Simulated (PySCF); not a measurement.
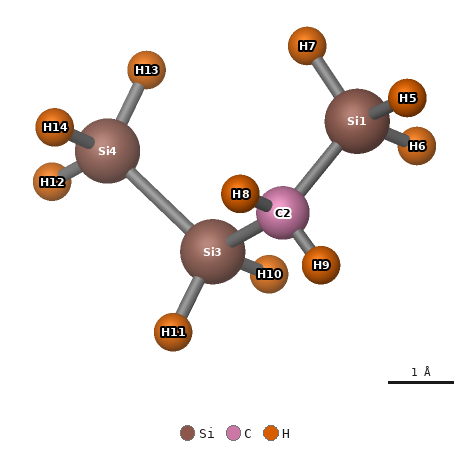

The starting structure (ball-and-stick view, seen at a tilt; atoms are numbered from 1 in the order of the input). Bond lengths as drawn: C–H 1.07 to 1.10 Å, C–Si 1.89 Å, H–Si 1.44 to 1.50 Å and Si–Si 2.35 Å.

**Geometry relaxation of CH10Si3**

CH10Si3, SMILES [SiH3]C[SiH2][SiH3], computed with PBE0-D3(BJ)/def2-SVP geometry optimisation, gas phase (PySCF 2.14.0).

## Input file
```
{"job": {"xc": "PBE0", "basis": "def2-SVP", "d3": "d3bj", "grid": 1, "shake": 0.01, "kind": "geom"}, "charge": 0, "multiplicity": 1}
Si    -1.878240     0.104150     0.964640
C     -1.112480    -0.032140    -0.758950
Si     0.603330    -0.829340    -0.814050
Si     2.254470     0.528590     0.161990
H     -3.217640     0.759850     0.836310
H     -2.071540    -1.195590     1.546790
H     -1.034580     0.945190     1.825930
H     -1.029850     0.970100    -1.211950
H     -1.779630    -0.597530    -1.376660
H      0.513820    -2.153830    -0.162130
H      0.922840    -1.101980    -2.213190
H      3.569610    -0.053940     0.077570
H      1.959900     0.793000     1.580240
H      2.292830     1.848380    -0.464310
```

The first line tells a small driver script what to run in PySCF; the rest is the geometry in Å.

Machine: 1 CPU thread, shared host.

Command:
```bash
OMP_NUM_THREADS=1 python <driver script> task.json out
```

## Output
```
step   0  E = -911.86770807  max force = 0.020775
step   1  E = -911.87321019  max force = 0.004565
step   2  E = -911.87344576  max force = 0.001732
step   3  E = -911.87349015  max force = 0.000472
step   4  E = -911.87351566  max force = 0.000723
step   5  E = -911.87354019  max force = 0.000788
step   6  E = -911.87356071  max force = 0.000869
step   7  E = -911.87358632  max force = 0.000585
step   8  E = -911.87360925  max force = 0.000658
step   9  E = -911.87362222  max force = 0.000614
step  10  E = -911.87363486  max force = 0.000493
step  11  E = -911.87363908  max force = 0.000199
optimisation converged
```

## Trajectory as extended XYZ (Å, eV, eV/Å), 12 frames, from step=0 to step=11
```
14
Properties=species:S:1:pos:R:3:forces:R:3 step=0 energy=-24813.18420
Si   -1.8782    0.1042    0.9646   -0.2166   0.9683  -1.0683
C    -1.1125   -0.0321   -0.7590    0.8465   0.6552   0.8834
Si    0.6033   -0.8293   -0.8141   -0.4482   0.2493   0.2643
Si    2.2545    0.5286    0.1620   -0.8743  -0.0712   0.1159
H    -3.2176    0.7599    0.8363   -0.0225   0.0110   0.0841
H    -2.0715   -1.1956    1.5468   -0.0618  -1.0445   0.5005
H    -1.0346    0.9452    1.8259    0.2847   0.1994   0.3413
H    -1.0298    0.9701   -1.2120   -0.0760   0.0566   0.0695
H    -1.7796   -0.5975   -1.3767   -0.6795  -0.6835  -0.6977
H     0.5138   -2.1538   -0.1621    0.1192  -0.2869   0.2911
H     0.9228   -1.1020   -2.2132    0.3211  -0.0629  -0.6896
H     3.5696   -0.0539    0.0776    0.9708  -0.5127  -0.1169
H     1.9599    0.7930    1.5802   -0.1376  -0.0485   0.4764
H     2.2928    1.8484   -0.4643   -0.0258   0.5705  -0.4541
14
Properties=species:S:1:pos:R:3:forces:R:3 step=1 energy=-24813.33392
Si   -1.9442    0.1916    0.7139    0.0643  -0.2348   0.1564
C    -1.1452   -0.0588   -0.9702   -0.2217  -0.1273  -0.2251
Si    0.5300   -0.9322   -0.9931    0.0848   0.0218   0.0036
Si    2.1555    0.3966    0.0652    0.0731  -0.0276  -0.0629
H    -3.2702    0.8730    0.6119   -0.0025   0.0081  -0.0576
H    -2.1439   -1.1492    1.3635   -0.0073   0.1328  -0.0259
H    -1.0646    1.0106    1.6050    0.0014   0.0089  -0.0324
H    -1.0380    0.9223   -1.4640    0.0343   0.0016  -0.0168
H    -1.8433   -0.6519   -1.6004    0.1274   0.1376   0.1506
H     0.4574   -2.2535   -0.2883   -0.0524   0.0235  -0.0240
H     0.9530   -1.1952   -2.4126   -0.0232   0.0292   0.1102
H     3.5179   -0.2276   -0.0349   -0.0997   0.0467  -0.0058
H     1.8312    0.5957    1.5123   -0.0011  -0.0003  -0.0149
H     2.1892    1.7377   -0.6055    0.0228  -0.0202   0.0446
14
Properties=species:S:1:pos:R:3:forces:R:3 step=2 energy=-24813.34033
Si   -1.9383    0.1822    0.7156    0.0210  -0.0404   0.0483
C    -1.1500   -0.0627   -0.9744   -0.0661  -0.0279  -0.0891
Si    0.5283   -0.9267   -0.9920    0.0313   0.0229   0.0293
Si    2.1555    0.3977    0.0654    0.0016  -0.0060  -0.0169
H    -3.2634    0.8641    0.5978   -0.0050   0.0035  -0.0144
H    -2.1412   -1.1435    1.3799   -0.0003   0.0240  -0.0037
H    -1.0566    1.0136    1.5919    0.0029   0.0076  -0.0090
H    -1.0429    0.9181   -1.4696    0.0058   0.0019   0.0179
H    -1.8460   -0.6535   -1.5974    0.0153   0.0156   0.0269
H     0.4435   -2.2477   -0.2917   -0.0190  -0.0046  -0.0003
H     0.9537   -1.1865   -2.4046    0.0149   0.0016   0.0039
H     3.5101   -0.2293   -0.0387   -0.0100  -0.0004  -0.0105
H     1.8323    0.5907    1.5126    0.0004  -0.0008   0.0040
H     2.1999    1.7427   -0.5920    0.0072   0.0029   0.0137
14
Properties=species:S:1:pos:R:3:forces:R:3 step=3 energy=-24813.34154
Si   -1.9349    0.1811    0.7153    0.0019   0.0243  -0.0019
C    -1.1559   -0.0667   -0.9794    0.0051  -0.0082  -0.0232
Si    0.5276   -0.9227   -0.9927   -0.0076   0.0121   0.0131
Si    2.1548    0.3970    0.0685   -0.0131   0.0045   0.0086
H    -3.2626    0.8585    0.5930   -0.0002  -0.0019   0.0039
H    -2.1316   -1.1367    1.3922    0.0019  -0.0103   0.0058
H    -1.0512    1.0250    1.5774    0.0005   0.0035  -0.0019
H    -1.0528    0.9145   -1.4742   -0.0017   0.0056   0.0128
H    -1.8509   -0.6603   -1.5975   -0.0121  -0.0153  -0.0069
H     0.4374   -2.2450   -0.2952   -0.0026  -0.0027   0.0015
H     0.9605   -1.1801   -2.4029    0.0148  -0.0028  -0.0084
H     3.5057   -0.2339   -0.0429    0.0084  -0.0094  -0.0090
H     1.8339    0.5812    1.5177    0.0049  -0.0031   0.0026
H     2.2053    1.7472   -0.5768   -0.0003   0.0039   0.0031
14
Properties=species:S:1:pos:R:3:forces:R:3 step=4 energy=-24813.34224
Si   -1.9311    0.1842    0.7131   -0.0073   0.0372  -0.0241
C    -1.1620   -0.0715   -0.9858    0.0302   0.0031   0.0142
Si    0.5262   -0.9189   -0.9945   -0.0225   0.0012  -0.0035
Si    2.1521    0.3950    0.0747   -0.0119   0.0064   0.0186
H    -3.2633    0.8532    0.5921    0.0007  -0.0039   0.0101
H    -2.1156   -1.1269    1.4054    0.0035  -0.0170   0.0073
H    -1.0455    1.0432    1.5584   -0.0003   0.0011   0.0016
H    -1.0647    0.9098   -1.4814   -0.0031   0.0018  -0.0001
H    -1.8562   -0.6709   -1.5985   -0.0155  -0.0174  -0.0129
H     0.4342   -2.2432   -0.3005    0.0050  -0.0010   0.0012
H     0.9685   -1.1730   -2.4027    0.0088  -0.0021  -0.0065
H     3.5005   -0.2394   -0.0481    0.0098  -0.0073  -0.0057
H     1.8362    0.5657    1.5267    0.0068  -0.0049   0.0014
H     2.2056    1.7517   -0.5562   -0.0043   0.0028  -0.0016
14
Properties=species:S:1:pos:R:3:forces:R:3 step=5 energy=-24813.34290
Si   -1.9254    0.1927    0.7084   -0.0105   0.0260  -0.0290
C    -1.1697   -0.0787   -0.9948    0.0324   0.0153   0.0405
Si    0.5240   -0.9149   -0.9982   -0.0209  -0.0108  -0.0157
Si    2.1467    0.3904    0.0862   -0.0049   0.0040   0.0175
H    -3.2655    0.8467    0.5931    0.0005  -0.0045   0.0089
H    -2.0882   -1.1091    1.4240    0.0041  -0.0114   0.0043
H    -1.0383    1.0743    1.5286   -0.0008  -0.0004   0.0034
H    -1.0810    0.9010   -1.4951   -0.0006  -0.0059  -0.0166
H    -1.8629   -0.6880   -1.5991   -0.0109  -0.0086  -0.0082
H     0.4335   -2.2428   -0.3103    0.0061   0.0006  -0.0007
H     0.9789   -1.1620   -2.4042    0.0006   0.0010  -0.0010
H     3.4933   -0.2448   -0.0570    0.0056   0.0000  -0.0011
H     1.8406    0.5366    1.5429    0.0057  -0.0062   0.0004
H     2.1989    1.7576   -0.5219   -0.0066   0.0009  -0.0029
14
Properties=species:S:1:pos:R:3:forces:R:3 step=6 energy=-24813.34346
Si   -1.9188    0.2049    0.7024   -0.0061   0.0064  -0.0175
C    -1.1757   -0.0862   -1.0032    0.0173   0.0223   0.0447
Si    0.5221   -0.9130   -1.0029   -0.0061  -0.0183  -0.0167
Si    2.1396    0.3839    0.1001    0.0024  -0.0004   0.0073
H    -3.2678    0.8413    0.5942   -0.0006  -0.0037   0.0028
H    -2.0571   -1.0865    1.4430    0.0031  -0.0018  -0.0005
H    -1.0318    1.1106    1.4963   -0.0014  -0.0008   0.0029
H    -1.0950    0.8893   -1.5129    0.0034  -0.0113  -0.0257
H    -1.8686   -0.7063   -1.5974   -0.0042   0.0015   0.0008
H     0.4355   -2.2454   -0.3234    0.0010   0.0012  -0.0032
H     0.9878   -1.1499   -2.4075   -0.0048   0.0041   0.0034
H     3.4868   -0.2454   -0.0669    0.0007   0.0073   0.0027
H     1.8449    0.4986    1.5618    0.0018  -0.0061  -0.0001
H     2.1834    1.7632   -0.4810   -0.0065  -0.0004  -0.0009
14
Properties=species:S:1:pos:R:3:forces:R:3 step=7 energy=-24813.34416
Si   -1.9077    0.2254    0.6934    0.0038  -0.0158   0.0042
C    -1.1817   -0.0971   -1.0137   -0.0080   0.0249   0.0301
Si    0.5204   -0.9133   -1.0109    0.0160  -0.0231  -0.0097
Si    2.1272    0.3726    0.1215    0.0113  -0.0053  -0.0097
H    -3.2692    0.8357    0.5944   -0.0022  -0.0021  -0.0058
H    -2.0105   -1.0492    1.4696    0.0008   0.0090  -0.0061
H    -1.0229    1.1654    1.4495   -0.0022  -0.0005   0.0010
H    -1.1104    0.8695   -1.5417    0.0069  -0.0146  -0.0262
H    -1.8755   -0.7323   -1.5915    0.0036   0.0115   0.0122
H     0.4398   -2.2537   -0.3463   -0.0079   0.0010  -0.0063
H     0.9980   -1.1318   -2.4147   -0.0080   0.0066   0.0066
H     3.4791   -0.2375   -0.0800   -0.0040   0.0144   0.0065
H     1.8482    0.4354    1.5893   -0.0051  -0.0047   0.0004
H     2.1502    1.7699   -0.4161   -0.0049  -0.0013   0.0028
14
Properties=species:S:1:pos:R:3:forces:R:3 step=8 energy=-24813.34478
Si   -1.8905    0.2532    0.6823    0.0143  -0.0276   0.0260
C    -1.1861   -0.1106   -1.0248   -0.0300   0.0185   0.0009
Si    0.5198   -0.9175   -1.0227    0.0339  -0.0216   0.0030
Si    2.1089    0.3565    0.1489    0.0180  -0.0077  -0.0244
H    -3.2665    0.8310    0.5933   -0.0034  -0.0007  -0.0121
H    -1.9495   -0.9975    1.5016   -0.0016   0.0150  -0.0092
H    -1.0106    1.2350    1.3902   -0.0030  -0.0005  -0.0016
H    -1.1247    0.8415   -1.5800    0.0071  -0.0114  -0.0159
H    -1.8829   -0.7634   -1.5794    0.0082   0.0158   0.0200
H     0.4449   -2.2688   -0.3801   -0.0153  -0.0002  -0.0083
H     1.0089   -1.1088   -2.4264   -0.0076   0.0064   0.0068
H     3.4712   -0.2158   -0.0919   -0.0064   0.0175   0.0086
H     1.8456    0.3486    1.6209   -0.0118  -0.0018   0.0007
H     2.0966    1.7755   -0.3291   -0.0024  -0.0017   0.0056
14
Properties=species:S:1:pos:R:3:forces:R:3 step=9 energy=-24813.34514
Si   -1.8729    0.2753    0.6748    0.0153  -0.0216   0.0305
C    -1.1865   -0.1204   -1.0317   -0.0304   0.0052  -0.0241
Si    0.5210   -0.9245   -1.0337    0.0316  -0.0111   0.0114
Si    2.0921    0.3436    0.1689    0.0175  -0.0073  -0.0237
H    -3.2590    0.8294    0.5921   -0.0028   0.0000  -0.0111
H    -1.9004   -0.9559    1.5248   -0.0026   0.0120  -0.0071
H    -0.9979    1.2867    1.3462   -0.0029  -0.0004  -0.0025
H    -1.1310    0.8184   -1.6097    0.0035  -0.0032  -0.0001
H    -1.8881   -0.7849   -1.5660    0.0069   0.0108   0.0183
H     0.4468   -2.2848   -0.4109   -0.0142  -0.0011  -0.0070
H     1.0154   -1.0926   -2.4382   -0.0037   0.0033   0.0036
H     3.4669   -0.1874   -0.0935   -0.0050   0.0129   0.0065
H     1.8338    0.2794    1.6405   -0.0122   0.0013   0.0007
H     2.0448    1.7770   -0.2610   -0.0010  -0.0007   0.0049
14
Properties=species:S:1:pos:R:3:forces:R:3 step=10 energy=-24813.34548
Si   -1.8655    0.2783    0.6758    0.0066  -0.0063   0.0156
C    -1.1832   -0.1212   -1.0314   -0.0102  -0.0051  -0.0254
Si    0.5232   -0.9299   -1.0380    0.0125   0.0017   0.0085
Si    2.0871    0.3419    0.1702    0.0079  -0.0057  -0.0084
H    -3.2523    0.8306    0.5907   -0.0010   0.0000  -0.0043
H    -1.8917   -0.9506    1.5281   -0.0017   0.0035  -0.0017
H    -0.9915    1.2921    1.3444   -0.0016   0.0007  -0.0018
H    -1.1267    0.8144   -1.6143   -0.0003   0.0036   0.0087
H    -1.8884   -0.7855   -1.5603    0.0017   0.0008   0.0088
H     0.4445   -2.2923   -0.4207   -0.0063  -0.0009  -0.0031
H     1.0148   -1.0926   -2.4437    0.0003   0.0002  -0.0004
H     3.4691   -0.1715   -0.0855   -0.0012   0.0043   0.0017
H     1.8193    0.2686    1.6399   -0.0054   0.0023   0.0002
H     2.0263    1.7768   -0.2525   -0.0014   0.0008   0.0017
14
Properties=species:S:1:pos:R:3:forces:R:3 step=11 energy=-24813.34559
Si   -1.8639    0.2759    0.6774    0.0007   0.0011   0.0021
C    -1.1819   -0.1212   -1.0308    0.0029  -0.0044  -0.0102
Si    0.5245   -0.9309   -1.0390    0.0002   0.0034   0.0025
Si    2.0868    0.3433    0.1684    0.0014  -0.0021   0.0003
H    -3.2501    0.8295    0.5900   -0.0002  -0.0004   0.0000
H    -1.8928   -0.9538    1.5278   -0.0001  -0.0010   0.0008
H    -0.9903    1.2886    1.3480   -0.0006   0.0006  -0.0008
H    -1.1254    0.8156   -1.6117   -0.0019   0.0033   0.0062
H    -1.8880   -0.7843   -1.5594   -0.0009  -0.0023   0.0018
H     0.4431   -2.2933   -0.4224   -0.0008  -0.0007  -0.0010
H     1.0150   -1.0937   -2.4451    0.0011  -0.0004  -0.0012
H     3.4709   -0.1668   -0.0812    0.0006   0.0005   0.0000
H     1.8130    0.2730    1.6373   -0.0011   0.0014   0.0000
H     2.0239    1.7774   -0.2567   -0.0013   0.0009  -0.0003
```

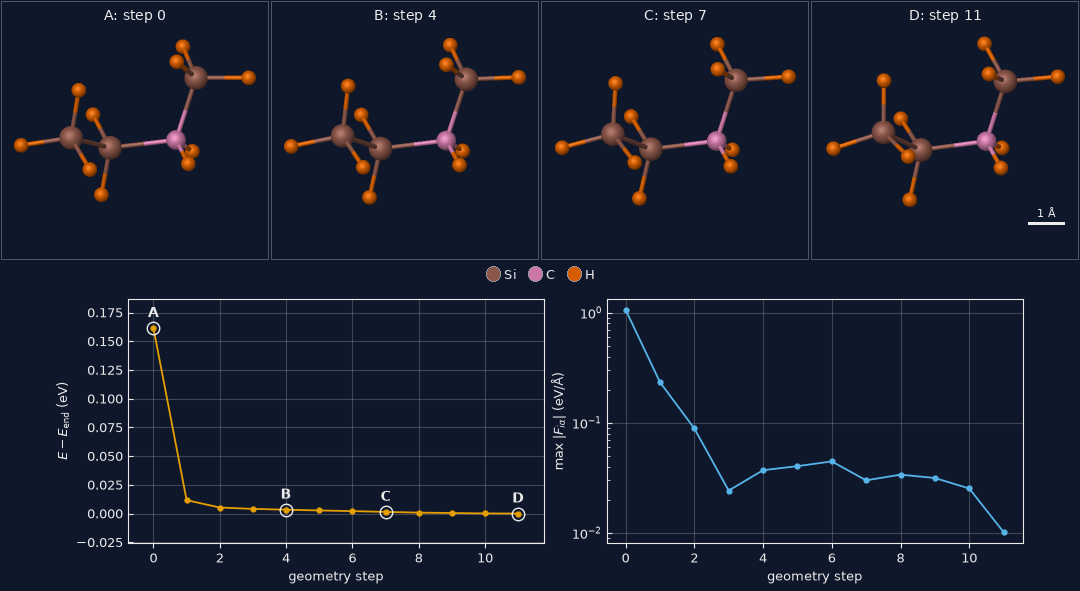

Frames of the relaxation (ball-and-stick view, seen at a tilt) above the curves, on which the letters mark them (steps are counted from 0).

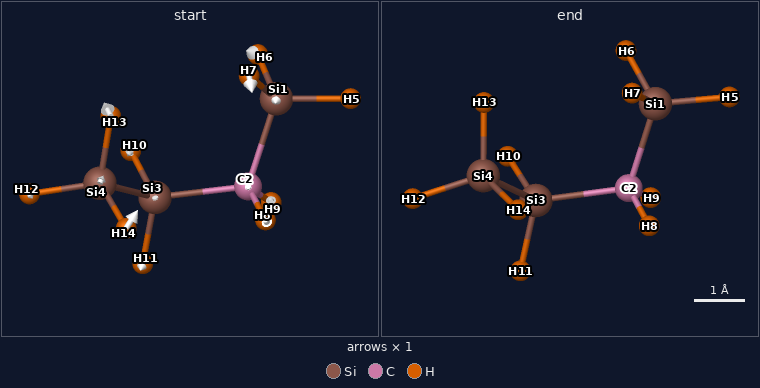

Before (left) and after (right) the relaxation, at one scale (ball-and-stick view, seen at a tilt). The white arrows give the displacements, at true length. The largest move after the best rigid fit is that of H13, 0.46 Å. By element the largest moves are H 0.46 Å, Si 0.18 Å, C 0.10 Å. Among the contacts that change: Si1–H6 1.437 → 1.495 Å, Si3–H11 1.461 → 1.498 Å, C2–H9 1.071 → 1.104 Å, Si1–H7 1.470 → 1.496 Å. Among the angles that change: Si4–Si3–H10 112.1° → 108.5°, H13–Si4–H14 104.8° → 108.4°, C2–Si1–H5 108.4° → 111.2°. After 11 geometry steps the energy has fallen by 0.161 eV. The largest force component goes from 1.1 to 0.01 eV/Å. (Atoms are counted from 1 in the order of the input.)

## Results in brief

```json
{"quantity": "outcome", "value": "converged"}
{"quantity": "total energy", "value": "−911.873639 hartree"}
{"quantity": "dipole moment", "value": "0.97 D"}
{"quantity": "point group", "value": "C1"}
{"quantity": "wall time", "value": "62 s"}
{"quantity": "peak memory", "value": "0.52 GiB"}
```
